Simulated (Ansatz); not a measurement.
**GaH3 (SMILES [GaH3]) at B2PLYP/def2-TZVPPD**

What is the vertical singlet–triplet gap of GaH3 at B2PLYP/def2-TZVPPD? 

The calculation is run with Ansatz 0.2.0.

27 further runs of the same task are left out: 1 that didn't finish, 26 set aside as unsound or not needed.

### Step 1. The structure to begin with

The species is GaH3 (4 atoms), meant as a singlet with charge 0. SMILES: `[GaH3]`. The coordinates come from a PBE0-D4/def2-TZVP relaxation.

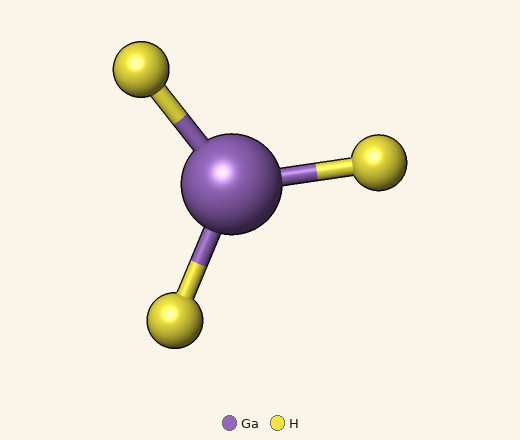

Viewed from a chosen angle; gallium purple, hydrogen yellow.

### Step 2. The energy at B2PLYP/def2-TZVPPD

The input, run.yaml:

```yaml
crystal:
  periodic: [false, false, false]
  atoms:
    - {symbol: Ga, position_ang: [0.013400, -0.014900, -0.004600]}
    - {symbol: H, position_ang: [1.252400, 0.343800, 0.887700]}
    - {symbol: H, position_ang: [-0.552100, -1.477800, -0.009700]}
    - {symbol: H, position_ang: [-0.658400, 1.088700, -0.893700]}
basis:
  gaussian: {orbitals: def2-TZVPPD.json}
output: {orbitals: {seedname: orbitals}}
accuracy: high
hamiltonian: {xc: {name: B2PLYP}}
correlation: {frozen_orbitals: {Ga: 9, H: 0}}
```

The basis set def2-TZVPPD is read from a file made from the Basis Set Exchange's data (not shown).

Launch:

```console
$ ansatz run run.yaml --threads 1 --pin off --max-ram 3480MiB --events-out events.jsonl --progress --plain --runs-dir runs
```

Log:

```text
Warning: RAYON_NUM_THREADS=1 ignored (pool sized by the plan → 1); use --threads N
Functional definition: B2PLYP
  name "B2PLYP"
  parameter a = 0.53
  parameter c = 0.27
  exchange = (1 - a)*b88_x + a*exact_x
  correlation = (1 - c)*lyp_c + c*(mp2_os + mp2_ss)
1581 factors; integrals over basis functions are off by at most 4.3e-9 eV
mean field evaluation 1: about -52413.4131 eV, gradient 1.5e1 eV
mean field evaluation 2: about -52413.4244 eV, gradient 1.5e1 eV
mean field evaluation 4: about -52413.7188 eV, gradient 1.3e0 eV
mean field evaluation 8: about -52413.7205 eV, gradient 1.3e-3 eV
mean field evaluation 16: about -52413.7205 eV, gradient 2.4e-8 eV
mean field -52413.72051216 eV, -1926.1687015261 hartree, gradient 2.4e-8 eV, S^2 0.000000; 0 other end points of the search recorded, 0 dependent functions left out
9 core orbitals not correlated: weight in the atoms' cores, before any rotation towards them, 1.000 or more for the frozen orbitals, at most 0.000 for the correlated occupied ones
reference -52413.72053385 eV, -1926.1687023232 hartree; 8, 8 occupied and 88, 88 virtual orbitals, 1581 factors
second order -8.25664260 eV of doubles, -0.00000000 eV of singles
Total energy: -52415.94982735 eV, -1926.2506273484 hartree
```

Wall time 4.2 s (1 thread of Intel Xeon 6975P-C (Granite Rapids), shared host); peak memory 0.28 GiB.

### Step 3. The triplet

The input, job.yaml:

```yaml
crystal:
  periodic: [false, false, false]
  atoms:
    - symbol: Ga
      position_ang: [0.013400, -0.014900, -0.004600]
    - symbol: H
      position_ang: [1.252400, 0.343800, 0.887700]
    - symbol: H
      position_ang: [-0.552100, -1.477800, -0.009700]
    - symbol: H
      position_ang: [-0.658400, 1.088700, -0.893700]
basis:
  gaussian:
    orbitals: def2-TZVPPD.json
magnetization:
  spin_polarized: true
  initial_magnetization: 2
hamiltonian:
  xc: {name: B2PLYP}
correlation:
  frozen_orbitals: {Ga: 9, H: 0}
accuracy: high
output:
  orbitals: {seedname: orbitals}
```

The basis set def2-TZVPPD is read from a file made from the Basis Set Exchange's data (not shown).

Launch:

```console
$ ansatz run job.yaml --threads 1 --pin off --max-ram 3480MiB --events-out events.jsonl --progress --plain --runs-dir runs
```

Log, shortened:

```text
Warning: RAYON_NUM_THREADS=1 ignored (pool sized by the plan → 1); use --threads N
[... 2 set-up lines as earlier in the session ...]
[...]
1581 factors; integrals over basis functions are off by at most 4.3e-9 eV
[...]
mean field -52408.73030055 eV, -1925.9853146320 hartree, gradient 1.8e-8 eV, S^2 2.034579; 4 other end points of the search recorded, 0 dependent functions left out
9 core orbitals not correlated: weight in the atoms' cores, before any rotation towards them, 1.000 or more for the frozen orbitals, at most 0.000 for the correlated occupied ones
reference -52408.73032136 eV, -1925.9853153967 hartree; 9, 7 occupied and 87, 89 virtual orbitals, 1581 factors
second order -8.29498429 eV of doubles, -0.00000000 eV of singles
Total energy: -52410.96996712 eV, -1926.0676208603 hartree
```

Run time: 29 s. Hardware: 1 thread of Intel Xeon 6975P-C (Granite Rapids), shared host; peak memory 0.39 GiB.

### Step 4. What came out

At B2PLYP/def2-TZVPPD, 9 core orbitals frozen:

```
                                                         quantity           value
                                            singlet: total energy  -1926.25063 Eh
                       singlet: HOMO energy (SCF part's orbitals)        -9.73 eV
                       singlet: LUMO energy (SCF part's orbitals)        -0.82 eV
                     singlet: HOMO–LUMO gap (SCF part's orbitals)         8.91 eV
                                            triplet: total energy  -1926.06762 Eh
triplet: HOMO energy (SCF part's orbitals) (highest over α and β)        -4.74 eV
                                                    triplet: ⟨S²⟩           2.035
                 vertical energy of the triplet above the singlet        4.980 eV
```

At this shape the triplet lies 4.98 eV (115 kcal/mol) above the singlet.
